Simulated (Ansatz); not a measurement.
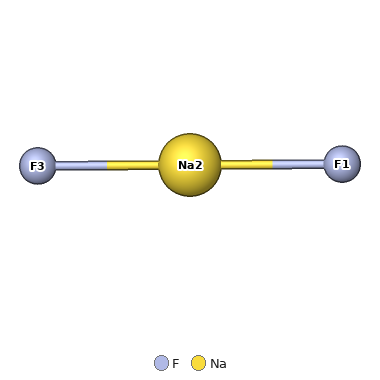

The system is F⁻ + NaF; the picture shows the reference structure. 
- The first coordinate is: distance F1–Na2; the second: distance Na2–F3.
- Nothing is relaxed (the angle F1–Na2–F3 is fixed at 180 degrees).
- The grid has 17 × 17 points; 153 points were computed and 136 follow by symmetry.
- Points are written as (first, second).
- All energies are given in kcal/mol relative to F with charge -1 far from the relaxed NaF (each part in its own basis).
- The calculation used RKS PBE0-D4/def2-SVPD in Ansatz.

Its coordinates:

```xyz
3

F    -2.0350    0.0000    0.0000
Na    0.0000    0.0000    0.0000
F     2.0350    0.0000    0.0000
```

Range: distance F1–Na2 from 1.808 to 3.808 Å; distance Na2–F3 from 1.808 to 3.808 Å.

**Predict the map.**

The lowest grid point is at (2.035 Å, 2.035 Å), −62.4 kcal/mol from F with charge -1 far from the relaxed NaF (each part in its own basis). No other kind of well shows on this grid. The highest grid point, (3.808 Å, 3.808 Å), lies 80.4 kcal/mol above the lowest.

| distance Na2–F3 ↓, distance F1–Na2 → | 1.862 | 2.035 | 2.249 | 2.491 | 2.755 | 3.037 | 3.335 | 3.647 |
| --- | --- | --- | --- | --- | --- | --- | --- | --- |
| 3.647 | −29.1 | −30.8 | −26.4 | −18.8 | −10.5 | −2.3 | 5.3 | 11.9 |
| 3.335 | −34.0 | −35.9 | −31.7 | −24.4 | −16.5 | −8.5 | −1.2 | 5.3 |
| 3.037 | −39.5 | −41.7 | −37.8 | −30.8 | −23.2 | −15.6 | −8.5 | −2.3 |
| 2.755 | −45.6 | −48.1 | −44.5 | −37.8 | −30.3 | −23.2 | −16.5 | −10.5 |
| 2.491 | −51.8 | −54.5 | −51.4 | −45.1 | −37.8 | −30.8 | −24.4 | −18.8 |
| 2.249 | −57.0 | −60.1 | −57.3 | −51.4 | −44.5 | −37.8 | −31.7 | −26.4 |
| 2.035 | −59.0 | −62.4 | −60.1 | −54.5 | −48.1 | −41.7 | −35.9 | −30.8 |
| 1.862 | −55.2 | −59.0 | −57.0 | −51.8 | −45.6 | −39.5 | −34.0 | −29.1 |

The table holds every second grid line.

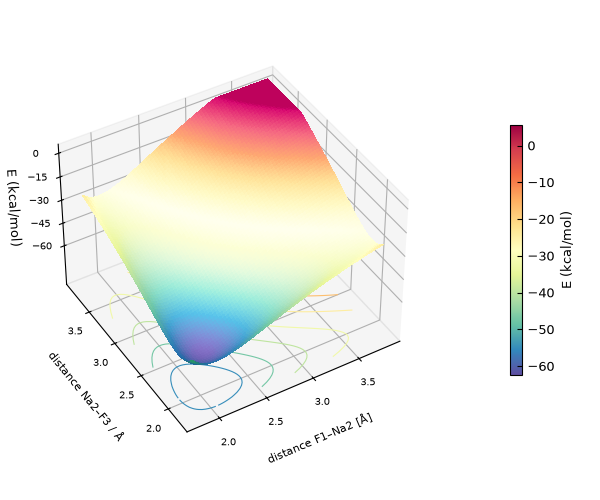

Drawn: a relief with its contours projected below, any walls above the top of the colour scale cut off. Between grid points the surface is interpolated.

Time for the 153 points that were run: 5.8 min on 1 thread of Arm Neoverse V1 (shared host).
